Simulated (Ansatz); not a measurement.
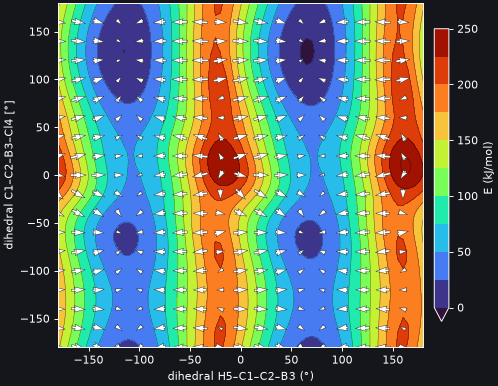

Energy landscape of C2H5BCl, SMILES [CH2+]CBCl, charge +1. 
- First axis: dihedral H5–C1–C2–B3. Second axis: dihedral C1–C2–B3–Cl4.
- Nothing is relaxed (all other coordinates rigid).
- The scan uses an 18 × 18 grid.
- All energies are given in kJ/mol relative to the lowest grid point.
- Method: RKS PBE-D4/def2-SVP (Ansatz).

The picture shows filled contours, arrows along the force (downhill), their lengths compressed. Between grid points the surface is interpolated. 

> What does the map say about the system?

The lowest grid point is at dihedral H5–C1–C2–B3 = 60°, dihedral C1–C2–B3–Cl4 = 120°. Higher local minima lie near dihedral H5–C1–C2–B3 = −120°, dihedral C1–C2–B3–Cl4 = 120° (1.8 kJ/mol above the lowest at that grid point); dihedral H5–C1–C2–B3 = 60°, dihedral C1–C2–B3–Cl4 = −60° (21 kJ/mol above the lowest at that grid point); dihedral H5–C1–C2–B3 = −120°, dihedral C1–C2–B3–Cl4 = −60° (22 kJ/mol above the lowest at that grid point). The highest grid point, dihedral H5–C1–C2–B3 = 160°, dihedral C1–C2–B3–Cl4 = 20°, lies 249 kJ/mol above the lowest. On the interpolated surface the easiest way out of the lowest well to the well at about dihedral H5–C1–C2–B3 = 65°, dihedral C1–C2–B3–Cl4 = −65° passes a barrier of about 41 kJ/mol, counted from the interpolated bottom of the well. Round the minimum the two coordinates are nearly uncoupled.

The whole map (324 points run) took 14 min on 1 thread of Arm Neoverse V1, on a shared host.
